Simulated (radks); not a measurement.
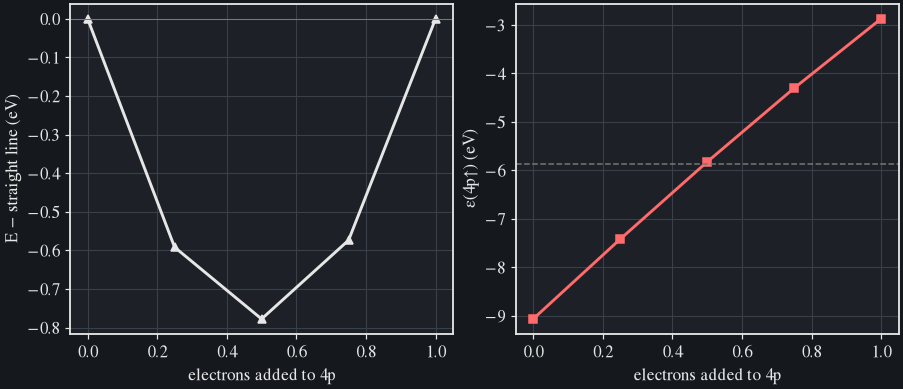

Theory: scalar-relativistic Kohn-Sham, PBE, spin-polarised, spherical densities, finite nucleus (computed with the in-house radial solver radks). The occupation of the 4p shell is varied from Ga⁺ ([Ar] 3d10 4s2) to Ga ([Ar] 3d10 4s2 4p1 (high spin)), with spherical fractional occupations. The plot shows the total energy less the straight line between the end points, and the eigenvalue of 4p↑ (the dashed line is minus the energy to take the whole electron out).

What does the shape say about the method?

Answer. The curve is convex (below the straight line), with the largest deviation among the points computed, −0.78 eV, at 0.5. The end points differ by 5.87 eV, the energy to take the electron out. The eigenvalue, which is the slope of the energy (Janak's theorem), moves from −9.07 eV at 0 to −2.87 eV at 1; for a straight line it would stay constant, and a parabola would sag by an eighth of this change, scaled to a whole electron, 0.77 eV. Convexity is the mark of the delocalisation error, which puts fractional charges too low; for p, d and f shells the spherical spreading of the fraction adds to it.
